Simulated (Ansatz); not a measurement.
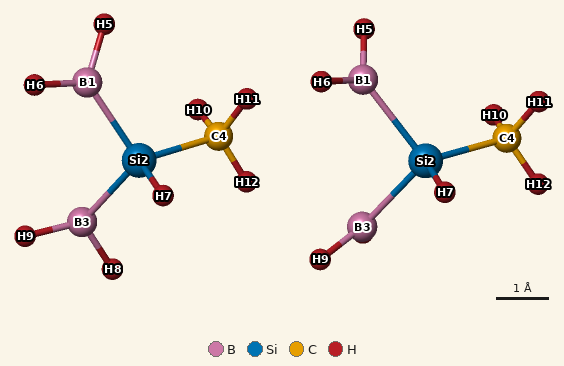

Two geometries of CH$_{8}$B$_{2}$Si, drawn at one scale. One is the start of a relaxation, the other its converged end. The picture is a ball-and-stick view, seen at a tilt.

Theory: RKS B3LYP/6-31G* (Ansatz). Settings: no spin polarisation; force threshold 0.02 eV/Å; at most 40 steps.

**Which geometry has the lower energy?**

The right one is the relaxed one. The run prepares the start of a later molecular dynamics calculation, from a guessed geometry. After 14 accepted moves (18 points after the start) the energy has fallen by 19.6 kcal/mol. The largest force component goes from 2.5 to 0.0044 eV/Å. The line search rejected the trial steps at points 6, 9, 13, 17 of the run. The atom that moves furthest after the best rigid fit is H8 (1.08 Å). Largest moves by element: H 1.08 Å, B 0.16 Å, C 0.13 Å, Si 0.10 Å. Among the contacts that change: B1–Si2 1.871 → 2.022 Å, Si2–B3 1.934 → 2.022 Å, C4–H10 1.166 → 1.096 Å, B1–H5 1.231 → 1.197 Å. Bond angles that change, for instance: H11–C4–H12 115.7° → 107.7°, Si2–B3–H8 115.1° → 122.0°, B1–Si2–B3 108.5° → 102.2°. Groups turn about B1–Si2 by about 20°. Cost: 49 s on 1 thread of Intel(R) Xeon(R) 6975P-C (Granite Rapids) (shared host), peak memory 0.17 GiB.
